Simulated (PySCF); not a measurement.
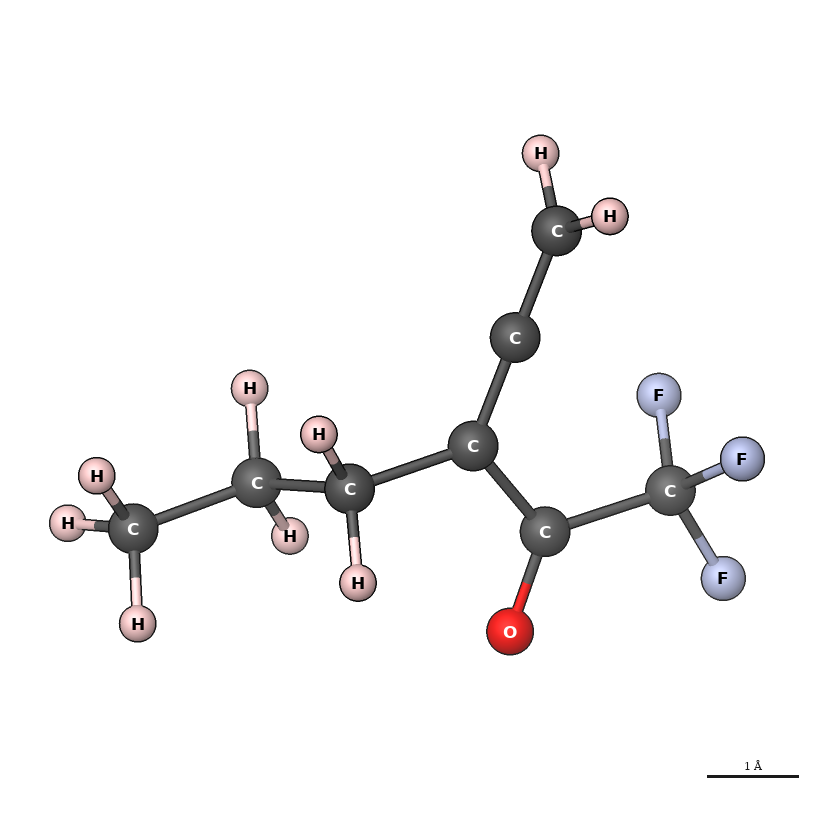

A ball-and-stick model of a molecule.

The geometry was computed by an optimisation with PBE0-D3(BJ)/def2-SVP. No frequency run is at hand to confirm it as a minimum.

> What is the molecular formula?

C8H9F3O, 21 atoms: 8 carbon, 9 hydrogen, 3 fluorine and 1 oxygen.

> Which point group does it belong to?

C1.

> Give a SMILES string for it.

C=C=C(CCC)C(=O)C(F)(F)F

> Name functional groups in it.

Among them: ketone, C–F bond.

More results for the same structure follow; atom numbers are the same in all pictures, views and colours differ.

## Geometry

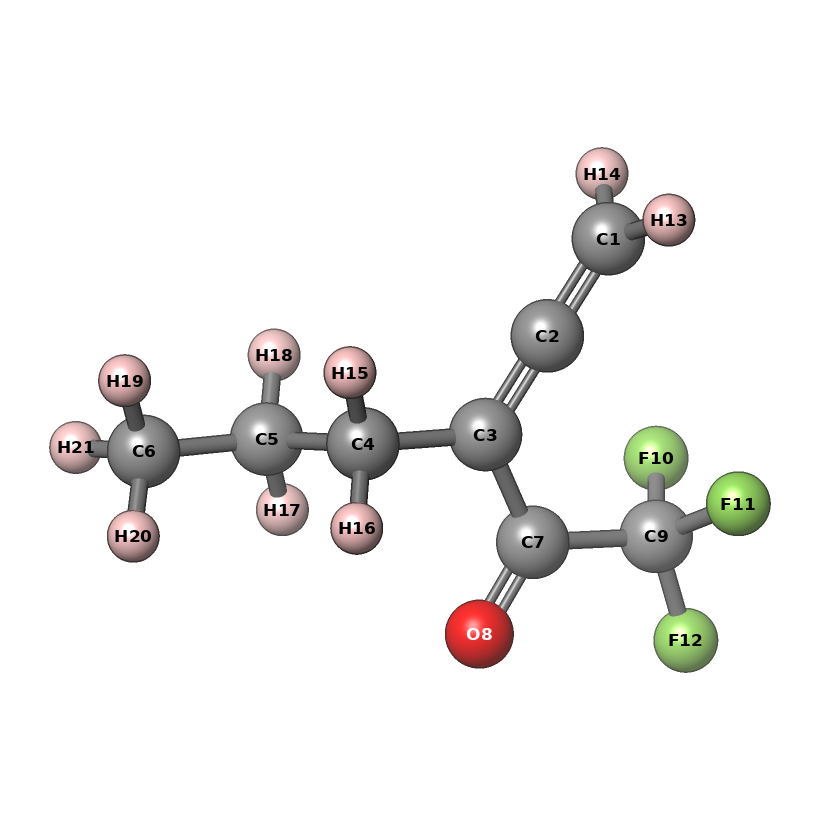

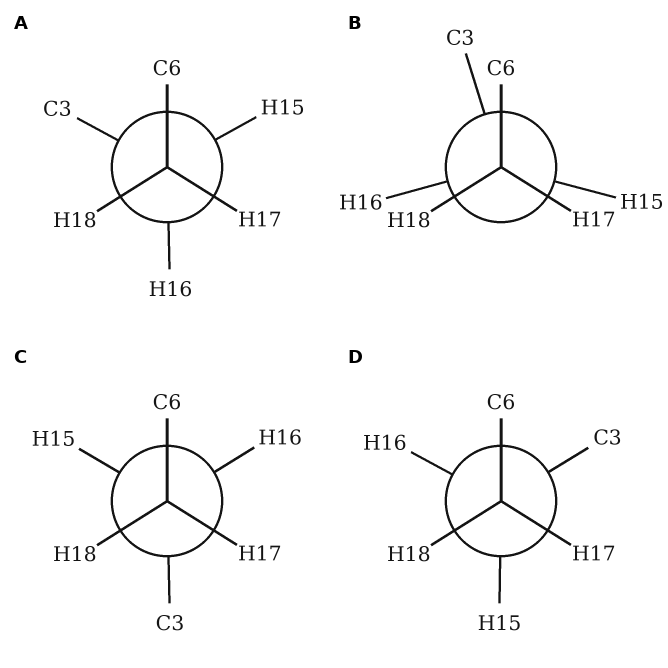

Distant atoms are faded towards the background colour. Bonds that would overlap in a projection are set slightly apart. No frequency run is at hand to confirm it as a minimum.

> Which Newman projection shows the view along C5–C4, with C5 in front?

C. The torsion angle C6–C5–C4–C3 is 179°, antiperiplanar (anti).

## NMR shielding

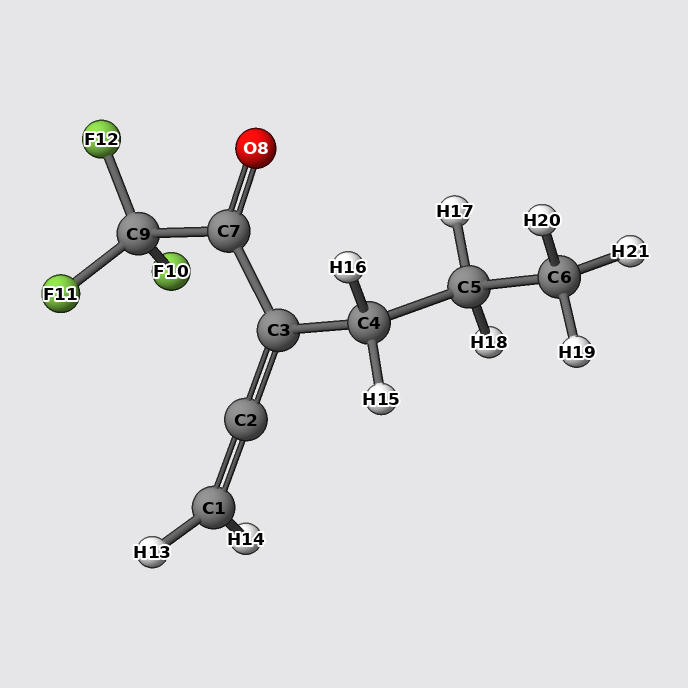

The questions are on isotropic NMR shieldings of the F atoms. No frequency run is at hand to confirm it as a minimum. Level of theory: GIAO PBE0/pcSseg-1 NMR shielding, non-relativistic, IEF-PCM chloroform (PySCF 2.14.0).

Give the isotropic NMR shieldings of the F atoms atom by atom.

```json
{"atom": "F10", "σ (ppm)": "257.0"}
{"atom": "F11", "σ (ppm)": "257.0"}
{"atom": "F12", "σ (ppm)": "277.9"}
```

## Electronic properties

No frequency run is at hand to confirm it as a minimum. Properties computed with PBE0/pcSseg-1 in chloroform (IEF-PCM) (PySCF 2.14.0).

What does the calculation give?

- dipole moment: 4.33 D
- HOMO energy (Kohn–Sham orbital): −7.93 eV
- LUMO energy (Kohn–Sham orbital): −2.13 eV
- HOMO–LUMO gap: 5.80 eV

## Charges

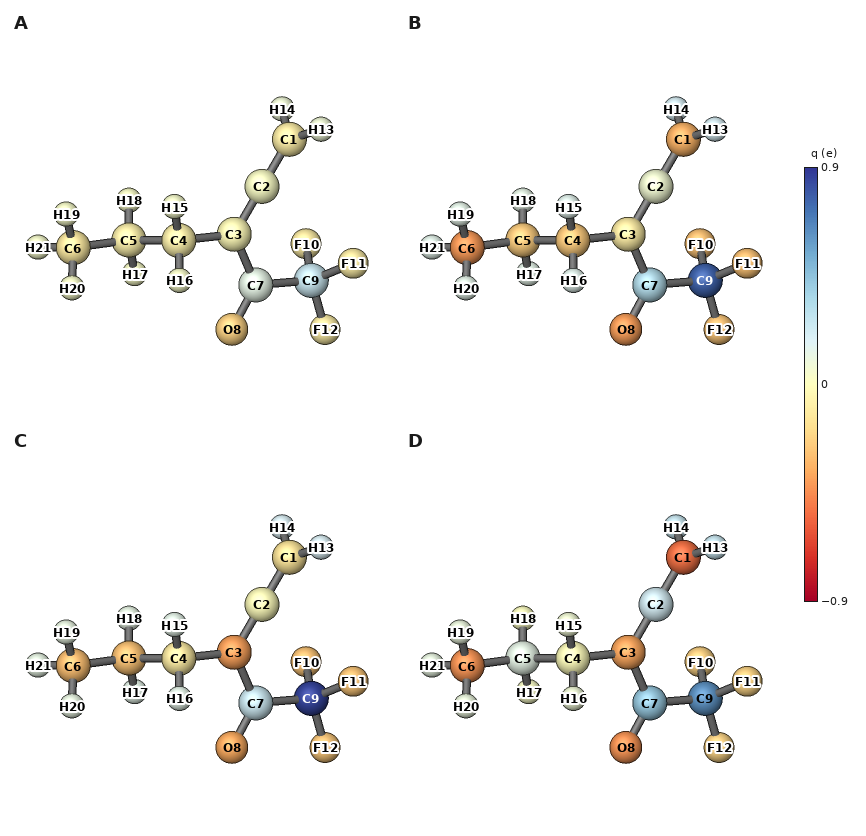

Atomic charges of one calculation by 4 schemes, on one colour scale. No frequency run is at hand to confirm it as a minimum. Level of theory: PBE0/pcSseg-1 in chloroform (IEF-PCM) (PySCF 2.14.0).

> The schemes are ESP-fitted, Hirshfeld, IAO, Mulliken. Which panel shows which?

A Hirshfeld, B IAO, C Mulliken, D ESP-fitted.

List the charges (e), one line for each set of equivalent atoms.

```json
{"atom": "C1", "Hirshfeld": "−0.09", "IAO": "−0.33", "Mulliken": "−0.14", "ESP-fitted": "−0.52"}
{"atom": "C2", "Hirshfeld": "0.03", "IAO": "0.07", "Mulliken": "−0.01", "ESP-fitted": "0.21"}
{"atom": "C3", "Hirshfeld": "−0.03", "IAO": "−0.10", "Mulliken": "−0.39", "ESP-fitted": "−0.37"}
{"atom": "C4", "Hirshfeld": "−0.07", "IAO": "−0.25", "Mulliken": "−0.10", "ESP-fitted": "−0.01"}
{"atom": "C5", "Hirshfeld": "−0.07", "IAO": "−0.24", "Mulliken": "−0.28", "ESP-fitted": "0.13"}
{"atom": "C6", "Hirshfeld": "−0.11", "IAO": "−0.41", "Mulliken": "−0.29", "ESP-fitted": "−0.42"}
{"atom": "C7", "Hirshfeld": "0.13", "IAO": "0.33", "Mulliken": "0.24", "ESP-fitted": "0.42"}
{"atom": "O8", "Hirshfeld": "−0.22", "IAO": "−0.40", "Mulliken": "−0.36", "ESP-fitted": "−0.43"}
{"atom": "C9", "Hirshfeld": "0.25", "IAO": "0.77", "Mulliken": "0.85", "ESP-fitted": "0.62"}
{"atom": "F10", "Hirshfeld": "−0.09", "IAO": "−0.28", "Mulliken": "−0.27", "ESP-fitted": "−0.22"}
{"atom": "F11", "Hirshfeld": "−0.09", "IAO": "−0.28", "Mulliken": "−0.27", "ESP-fitted": "−0.21"}
{"atom": "F12", "Hirshfeld": "−0.09", "IAO": "−0.26", "Mulliken": "−0.25", "ESP-fitted": "−0.21"}
{"atom": "H13", "Hirshfeld": "0.08", "IAO": "0.20", "Mulliken": "0.19", "ESP-fitted": "0.25"}
{"atom": "H14", "Hirshfeld": "0.08", "IAO": "0.20", "Mulliken": "0.19", "ESP-fitted": "0.25"}
{"atom": "H15", "Hirshfeld": "0.04", "IAO": "0.15", "Mulliken": "0.13", "ESP-fitted": "0.07"}
{"atom": "H16", "Hirshfeld": "0.04", "IAO": "0.15", "Mulliken": "0.14", "ESP-fitted": "0.08"}
{"atom": "H17", "Hirshfeld": "0.03", "IAO": "0.14", "Mulliken": "0.14", "ESP-fitted": "0.03"}
{"atom": "H18", "Hirshfeld": "0.03", "IAO": "0.13", "Mulliken": "0.12", "ESP-fitted": "0.01"}
{"atom": "H19", "Hirshfeld": "0.04", "IAO": "0.13", "Mulliken": "0.12", "ESP-fitted": "0.10"}
{"atom": "H20", "Hirshfeld": "0.04", "IAO": "0.14", "Mulliken": "0.12", "ESP-fitted": "0.10"}
{"atom": "H21", "Hirshfeld": "0.04", "IAO": "0.14", "Mulliken": "0.13", "ESP-fitted": "0.11"}
```

Mulliken values depend strongly on the basis set and can even reverse the polarity of a bond.
